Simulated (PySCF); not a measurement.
Consider SbTe (doublet).

```yaml
atoms:
  - { symbol: Sb, position_ang: [0.0000, 0.0000, -1.3223] }
  - { symbol: Te, position_ang: [0.0000, 0.0000, 1.2307] }
```

Core potentials replace the inner electrons of Sb and Te.

Level of theory: PySCF 2.14.0, PBE0/cc-pVDZ(-PP), non-relativistic Hamiltonian with scalar-relativistic core potentials where named, at a bond length of 2.553 Å.

Q: What can the converged electron density, electron localisation function and spin density tell about the bonding?

A: Sb–Te (2.55 Å): ρ at the midpoint is about 0.57 e/Å³; the ELF reaches about 0.60 near the midpoint.
The unpaired spin (1 electron) lies mostly on Sb1 (about 0.9) and Te2 (about 0.1), in electrons by Hirshfeld's partition.

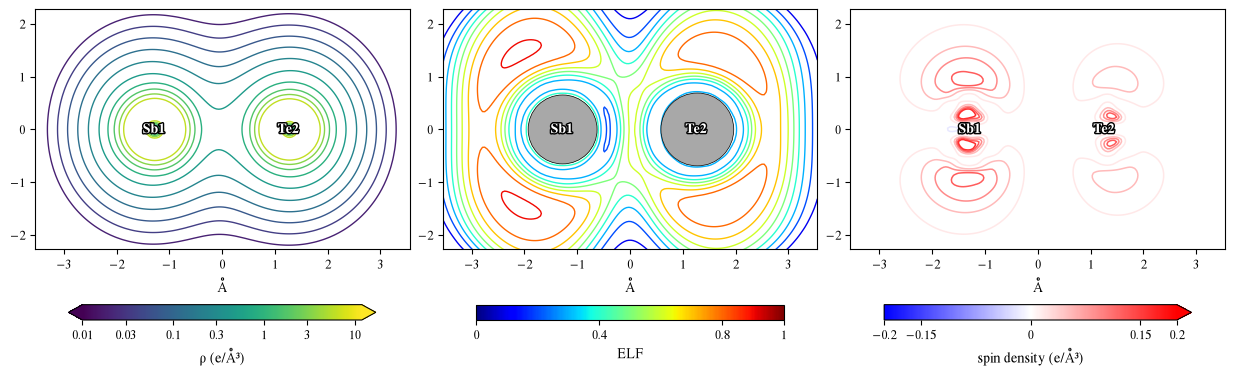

Computed electron density, electron localisation function and spin density on a plane that holds the molecular axis, in this order. Grey discs cover the atomic cores in the ELF map. 
